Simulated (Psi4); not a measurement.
**BF (SMILES [B]F): levels of theory compared**

We compute a comparison of 5 runs (HF/STO-3G, B3LYP/6-31G*, BP86/6-31+G*, CCSD/aug-cc-pVDZ) of BF. 

The calculation is run with Psi4 1.11.

13 further runs of the same task are left out: 1 that didn't finish, 12 set aside as unsound or not needed.

### Step 1. The structure to begin with

The species is BF (2 atoms), meant as a singlet with charge 0. As SMILES, `[B]F`. Geometry: relaxed at GFN2-xTB.

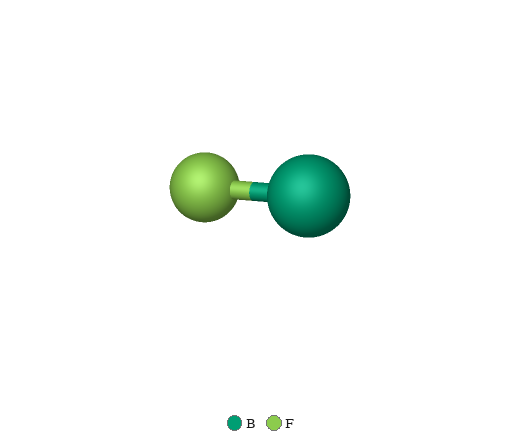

The structure, seen from a chosen angle (boron teal, fluorine green).

### Step 2. A single-point energy at HF/STO-3G (run 1)

File job.json:

```json
{
  "schema_name": "qcschema_input",
  "schema_version": 1,
  "molecule": {
    "schema_name": "qcschema_molecule",
    "schema_version": 2,
    "symbols": ["B", "F"],
    "geometry": [0.0, 0.0, 0.0, 0.0, 0.0, 2.35155629],
    "molecular_charge": 0,
    "molecular_multiplicity": 1,
    "fix_symmetry": "c1",
    "fix_com": true,
    "fix_orientation": true
  },
  "driver": "energy",
  "model": {
    "method": "hf",
    "basis": "STO-3G"
  },
  "keywords": {
    "puream": true,
    "e_convergence": 1e-09,
    "d_convergence": 1e-08,
    "scf_type": "pk",
    "scf_properties": ["MAYER_INDICES", "WIBERG_LOWDIN_INDICES", "MULLIKEN_CHARGES"]
  }
}
```

Command:

```
$ psi4 --qcschema job.json -n 1 --memory 1600MB
```

stdout:

```text
[...]
  Running in c1 symmetry.
[...]
  Nuclear repulsion =   19.136263159577609
[...]
  Multiplicity = 1
[...]
  Nalpha       = 7
  Nbeta        = 7
[...]
    Number of basis functions: 10
[...]
   @RHF iter   1:  -122.34618476949557   -9.80897e-01   1.16861e-02 ADIIS/DIIS
[...]
   @RHF iter   8:  -122.35663129190503   -6.80700e-12   4.77216e-09 DIIS
[...]
    Orbital Energies [Eh]
    ---------------------
    Doubly Occupied:
       1A    -26.047478     2A     -7.347481     3A     -1.592311
       4A     -0.685525     5A     -0.582603     6A     -0.582603
       7A     -0.278298
[...]
  @RHF Final Energy:  -122.35663129190503
   => Energetics <=
    Nuclear Repulsion Energy =             19.1362631595776094
    One-Electron Energy =                -208.7531882560573422
    Two-Electron Energy =                  67.2602938045747152
    Total Energy =                       -122.3566312919050318
[...]
 Multipole Moments:
 ------------------------------------------------------------------------------------
     Multipole            Electronic (a.u.)      Nuclear  (a.u.)        Total (a.u.)
 ------------------------------------------------------------------------------------
 L = 1.  Multiply by 2.5417464519 to convert [e a0] to [Debye]
 Dipole X            :          0.0000000            0.0000000            0.0000000
 Dipole Y            :          0.0000000            0.0000000            0.0000000
 Dipole Z            :        -20.7034369           21.1640066            0.4605697
 Magnitude           :                                                    0.4605697
[...]
  Mulliken Charges: (a.u.)
   Center  Symbol    Alpha    Beta     Spin     Total
       1     B     2.41168  2.41168  0.00000  0.17665
       2     F     4.58832  4.58832  0.00000 -0.17665
   Total alpha =  7.00000, Total beta =  7.00000, Total charge =  0.00000
  Mayer Bond Indices:
[...]
```

The result, in JSON:

```text
{
 "driver": "energy",
 "model": {
  "method": "hf",
  "basis": "STO-3G"
 },
 "success": true,
 "return_result": -122.35663129190503,
 "properties": {
  "calcinfo_nbasis": 10,
  "calcinfo_nmo": 10,
  "calcinfo_nalpha": 7,
  "calcinfo_nbeta": 7,
  "calcinfo_natom": 2,
  "nuclear_repulsion_energy": 19.13626315957761,
  "return_energy": -122.35663129190503,
  "scf_one_electron_energy": -208.75318825605734,
  "scf_two_electron_energy": 67.26029380457472,
  "scf_dipole_moment": [2.9019816582154033e-15, 2.400359115227703e-17, 0.46056970974724365],
  "scf_total_energy": -122.35663129190503,
  "scf_iterations": 8
 }
}
```

It took 1.4 s on 1 thread of Intel Xeon Platinum 8488C (Sapphire Rapids), shared host; peak memory 0.18 GiB.

### Step 3. Energy and gradient at B3LYP/6-31G(d) (spherical functions) (run 2)

File calc.dat:

```
memory 1600 MB

molecule {
  B
  F 1 1.24439
  symmetry c1
}

set basis 6-31G*
set puream true
set e_convergence 1e-09
set d_convergence 1e-08
set scf_type pk
set dft_radial_points 99
set dft_spherical_points 590

result, w = gradient("b3lyp", return_wfn=True)
oeprop(w, "MULLIKEN_CHARGES", "QUADRUPOLE", "MAYER_INDICES")
```

Command:

```
$ psi4 -n 1 calc.dat calc.out
```

calc.out:

```text
[...]
  Running in c1 symmetry.
[...]
  Nuclear repulsion =   19.136263133061178
[...]
  Multiplicity = 1
[...]
  Nalpha       = 7
  Nbeta        = 7
[...]
    Number of basis functions: 28
[...]
   @RKS iter   1:  -124.63537888573654   -3.57384e-01   8.75042e-03 ADIIS/DIIS
[...]
   @RKS iter   8:  -124.65537608675277   -1.10845e-12   2.70001e-09 DIIS
[...]
    Orbital Energies [Eh]
    ---------------------
    Doubly Occupied:
       1A    -24.776250     2A     -6.830616     3A     -1.295834
       4A     -0.612543     5A     -0.522225     6A     -0.522225
       7A     -0.265195
[...]
  @RKS Final Energy:  -124.65537608675277
   => Energetics <=
    Nuclear Repulsion Energy =             19.1362631330611777
    One-Electron Energy =                -209.5254601478033862
    Two-Electron Energy =                  77.4356745206140999
    DFT Exchange-Correlation Energy =     -11.7018535926246692
    Empirical Dispersion Energy =           0.0000000000000000
    VV10 Nonlocal Energy =                  0.0000000000000000
    Total Energy =                       -124.6553760867527672
[...]
  -Total Gradient:
     Atom            X                  Y                   Z
    ------   -----------------  -----------------  -----------------
       1        0.000000000000    -0.000000000000     0.031989904138
       2        0.000000000000    -0.000000000000    -0.031991514248
[...]
 Multipole Moments:
 ------------------------------------------------------------------------------------
     Multipole            Electronic (a.u.)      Nuclear  (a.u.)        Total (a.u.)
 ------------------------------------------------------------------------------------
 L = 1.  Multiply by 2.5417464519 to convert [e a0] to [Debye]
 Dipole X            :          0.0000000            0.0000000            0.0000000
 Dipole Y            :          0.0000000            0.0000000            0.0000000
 Dipole Z            :          0.1439077            0.3206489            0.4645566
 Magnitude           :                                                    0.4645566
 L = 2.  Multiply by 1.3450342976 to convert [e a0^2] to [Debye ang]
 Quadrupole XX       :         -7.3737353            0.0000000           -7.3737353
 Quadrupole XY       :         -0.0000000            0.0000000           -0.0000000
[...]
  Mulliken Charges: (a.u.)
   Center  Symbol    Alpha    Beta     Spin     Total
       1     B     2.45376  2.45376  0.00000  0.09247
       2     F     4.54624  4.54624  0.00000 -0.09247
   Total alpha =  7.00000, Total beta =  7.00000, Total charge = -0.00000
  Mayer Bond Indices:
[...]
```

Wall time 2.7 s (1 thread of Intel Xeon Platinum 8488C (Sapphire Rapids), shared host); peak memory 0.3 GiB.

Runs 3 to 4 aren't shown in full; the table further down has their settings and results.

### Step 4. A single-point energy at CCSD/aug-cc-pVDZ (run 5)

File input.json:

```json
{
  "schema_name": "qcschema_input",
  "schema_version": 1,
  "molecule": {
    "schema_name": "qcschema_molecule",
    "schema_version": 2,
    "symbols": ["B", "F"],
    "geometry": [0.0, 0.0, 0.0, 0.0, 0.0, 2.35155629],
    "molecular_charge": 0,
    "molecular_multiplicity": 1,
    "fix_symmetry": "c1",
    "fix_com": true,
    "fix_orientation": true
  },
  "driver": "energy",
  "model": {
    "method": "ccsd",
    "basis": "aug-cc-pVDZ"
  },
  "keywords": {
    "puream": true,
    "e_convergence": 1e-09,
    "d_convergence": 1e-08,
    "scf_type": "pk",
    "num_frozen_docc": 2
  }
}
```

Command:

```
$ psi4 --qcschema input.json -n 1 --memory 1600MB
```

stdout:

```text
[...]
  Running in c1 symmetry.
[...]
  Nuclear repulsion =   19.136263159577609
[...]
  Multiplicity = 1
[...]
  Nalpha       = 7
  Nbeta        = 7
[...]
    Number of basis functions: 46
[...]
   @RHF iter   1:  -124.09509043088531   -6.97832e-01   5.17828e-03 ADIIS/DIIS
[...]
   @RHF iter   9:  -124.11411876572657   -3.53850e-12   4.54043e-09 DIIS
[...]
    Orbital Energies [Eh]
    ---------------------
    Doubly Occupied:
       1A    -26.394384     2A     -7.721034     3A     -1.719875
       4A     -0.868888     5A     -0.755741     6A     -0.755741
       7A     -0.403238
[...]
  @RHF Final Energy:  -124.11411876572657
   => Energetics <=
    Nuclear Repulsion Energy =             19.1362631595776094
    One-Electron Energy =                -209.2629623555866090
    Two-Electron Energy =                  66.0125804302824122
    Total Energy =                       -124.1141187657265732
[...]
 Multipole Moments:
 ------------------------------------------------------------------------------------
     Multipole            Electronic (a.u.)      Nuclear  (a.u.)        Total (a.u.)
 ------------------------------------------------------------------------------------
 L = 1.  Multiply by 2.5417464519 to convert [e a0] to [Debye]
 Dipole X            :         -0.0000000            0.0000000           -0.0000000
 Dipole Y            :          0.0000000            0.0000000            0.0000000
 Dipole Z            :        -20.7699068           21.1640066            0.3940998
 Magnitude           :                                                    0.3940998
[...]
      * MP2 total energy                      = -124.378035650006169
[...]
      * CCSD total energy                     = -124.393500696143207
[...]
```

The result, in JSON:

```text
{
 "driver": "energy",
 "model": {
  "method": "ccsd",
  "basis": "aug-cc-pVDZ"
 },
 "success": true,
 "return_result": -124.3935006961432,
 "properties": {
  "calcinfo_nbasis": 46,
  "calcinfo_nmo": 46,
  "calcinfo_nalpha": 7,
  "calcinfo_nbeta": 7,
  "calcinfo_natom": 2,
  "nuclear_repulsion_energy": 19.13626315957761,
  "return_energy": -124.3935006961432,
  "scf_one_electron_energy": -209.2629623555866,
  "scf_two_electron_energy": 66.01258043028241,
  "scf_dipole_moment": [-1.0219537518404583e-15, 3.8618438906232756e-15, 0.3940998179156132],
  "scf_total_energy": -124.11411876572657,
  "scf_iterations": 9,
  "mp2_same_spin_correlation_energy": -0.0674867076081963,
  "mp2_opposite_spin_correlation_energy": -0.19643017667140356,
  "mp2_singles_energy": -1.9553684165118502e-27,
  "mp2_doubles_energy": -0.26391688427959986,
  "mp2_correlation_energy": -0.26391688427959986,
  "mp2_total_energy": -124.37803565000617,
  "ccsd_same_spin_correlation_energy": -0.060325330592269216,
  "ccsd_opposite_spin_correlation_energy": -0.2190565998243694,
  "ccsd_singles_energy": 0.0,
  "ccsd_doubles_energy": -0.2793819304166386,
  "ccsd_correlation_energy": -0.2793819304166387,
  "ccsd_total_energy": -124.3935006961432,
  "ccsd_iterations": 15
 }
}
```

Wall time 4.5 s (1 thread of Intel Xeon Platinum 8488C (Sapphire Rapids), shared host); peak memory 0.24 GiB.

### Step 5. The series

```csv
run,level,task,integration grid,energy (Eh),dipole moment (D),HOMO energy (eV),LUMO energy (eV),wall time
1,HF/STO-3G,energy,–,-122.356631,1.17,-7.57,9.06,1.4 s
2,B3LYP/6-31G* (spherical functions),gradient,99 radial × 590 angular,-124.655376,1.18,-7.22,-0.47,2.7 s
3,B3LYP/6-31G* (Cartesian functions),gradient,99 radial × 590 angular,-124.657197,1.17,-7.22,-0.48,2.9 s
4,BP86/6-31+G* (spherical functions),gradient,99 radial × 590 angular,-124.654820,1.14,-6.78,-2.06,2.9 s
5,CCSD/aug-cc-pVDZ,energy,–,-124.393501,–,-10.97,1.23,4.5 s
```

### Step 6. Results

| quantity | value |
| --- | --- |
| run 5: total energy | -124.39350 Eh |
| run 5: HOMO energy (Hartree–Fock orbitals) | -10.97 eV |
| run 5: LUMO energy (Hartree–Fock orbitals) | 1.23 eV |
| run 5: HOMO–LUMO gap (Hartree–Fock orbitals) | 12.20 eV |
| run 5: correlation energy (2 core orbitals frozen) | -279.4 mEh |
| run 5: T1 diagnostic | 0.017 |

Over runs 1, 2, 3, 4 the dipole moment (its size) runs from 1.14 D (BP86/6-31+G*) to 1.18 D (B3LYP/6-31G*). The two ends differ in method and basis. Over runs 1, 2, 3, 4 the HOMO–LUMO gap runs from 4.72 eV (BP86/6-31+G*) to 16.64 eV (HF/STO-3G). Totals of different functionals can't be ranked against each other. In run 1 the basis is minimal, so the values are rough. All runs together took 14 s, the longest 4.5 s.
